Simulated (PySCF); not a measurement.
```xyz
16

C     2.7792    0.1652    0.5972
Si    0.9111   -0.0953    0.8817
Si   -0.1280    0.4115   -1.1383
C    -1.9675    0.8389   -0.6173
F    -2.7844    1.0391   -1.7088
C    -2.4271   -0.2833    0.1996
O    -1.8516   -0.6602    1.1959
H     3.0082    1.1920    0.3278
H     3.3459   -0.0680    1.4931
H     3.1564   -0.4707   -0.1986
H     0.7405   -1.4904    1.2948
H     0.5106    0.8092    1.9668
H     0.2548    1.5965   -1.9203
H    -0.3004   -0.6553   -2.1345
H    -1.9523    1.7720   -0.0513
H    -3.3032   -0.8248   -0.1993
```

Geometry: GFN2-xTB.

All numbers below come from PySCF, B3LYP/def2-SVPD, SCF density, gas phase.

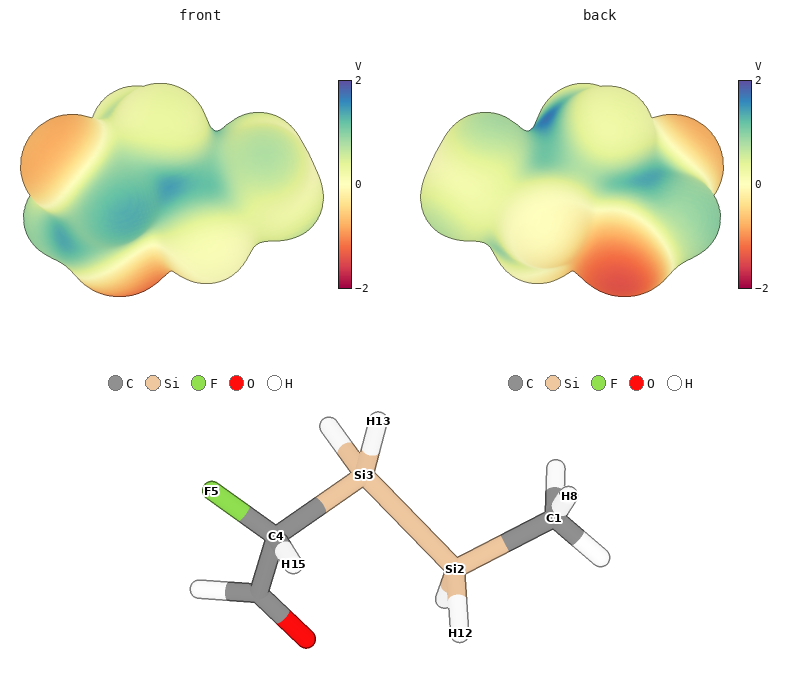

C3H9FOSi2. The electrostatic potential painted on the density surface at 0.002 e/bohr³, seen from the front and from behind; red is negative and blue positive. The bare structure is drawn below in the same view.

> Where is the surface potential most negative and most positive?

The most negative region (about −1.4 V) lies over O7, the most positive (about +1.5 V) over Si3. O7 is the likeliest acceptor of a hydrogen bond.
